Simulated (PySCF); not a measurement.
BH6OP

```xyz
9

O    -0.7795    0.1554    0.4662
B    -1.7849   -0.5235   -0.0696
P     1.7645    0.4973    0.3567
H    -0.9422    0.6516    1.2709
H    -1.5430   -1.1197   -1.0487
H    -2.8631   -0.5265    0.4075
H     1.3898    1.0825   -0.8409
H     1.6561   -0.7810   -0.1625
H     3.1158    0.5698    0.0225
```

Geometry: GFN2-xTB; at this geometry the atoms fall into two loosely joined parts.

The calculation used CAM-B3LYP/def2-SVPD, SCF density, gas phase in PySCF 2.14.0.

Q: Predict the electron density and electron localisation function between the atoms.

A: B–O (1.33 Å): the density is about 2.3 e/Å³ at the midpoint; the ELF peaks at about 0.90 between the atoms; a short, strongly polar bond.
O–H (0.96 Å): ρ is about 3.8 e/Å³ halfway; the ELF climbs to about 1 towards the hydrogen, as it does in any bond to H: a covalent bond by its length.
B–H (1.17 Å): ρ is about 1.3 e/Å³ halfway; the ELF climbs to about 1 towards the hydrogen (an ordinary covalent bond to hydrogen).

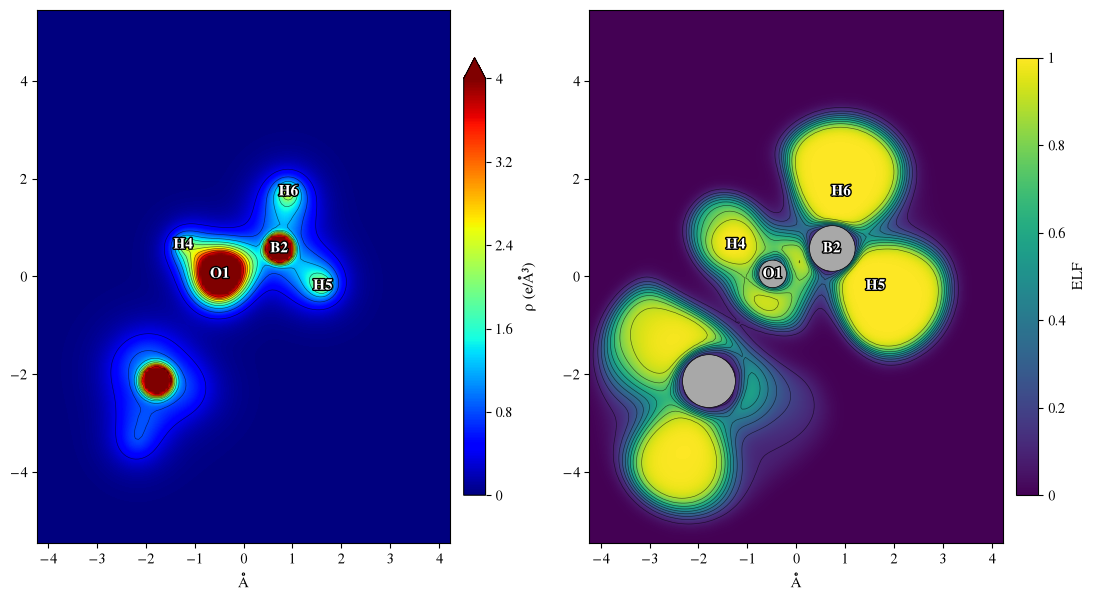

Computed electron density and electron localisation function on the plane of atoms B2, O1 and H4, in this order. Grey discs cover the atomic cores in the ELF map. 
